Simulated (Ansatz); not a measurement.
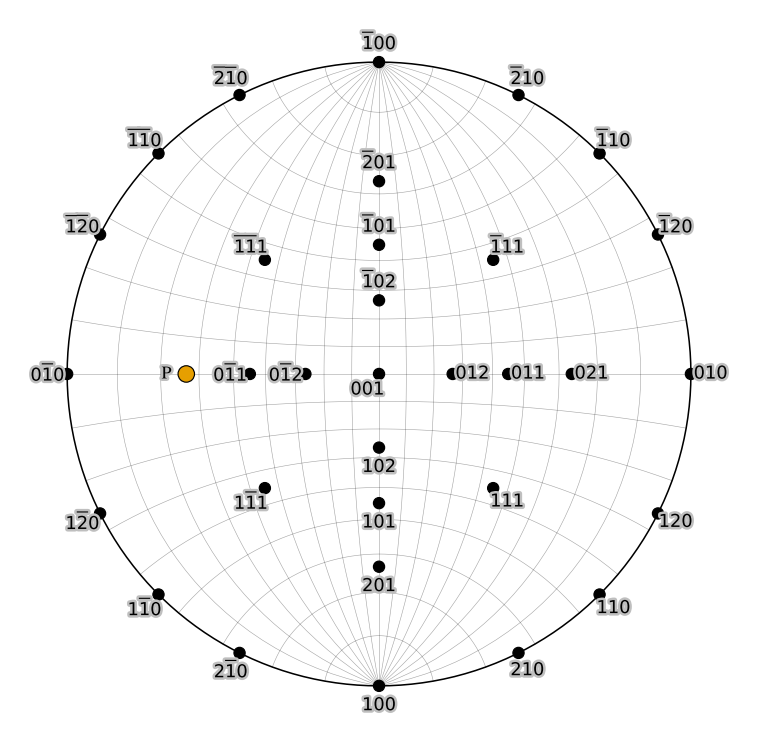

For ZnSe, a calculation's input that goes back to an entry of the Crystallography Open Database (an earlier step may have relaxed or displaced it): stereographic projection of plane normals (upper hemisphere) centred on (0 0 1). Symmetry computed with spglib at a tolerance of 0.002 Å; standard conventional cell.

a = 5.665 Å, b = 5.665 Å, c = 5.665 Å, α = 90.00°, β = 90.00°, γ = 90.00°.

> Index the pole marked P.

P is (0 −2 1), 63.4° from the centre.

> What is the angle between the normals of (−1 1 0) and (1 −2 0), and what are their d_hkl = 1/|g|?

161.6°; d = 4.006 Å and 2.533 Å.
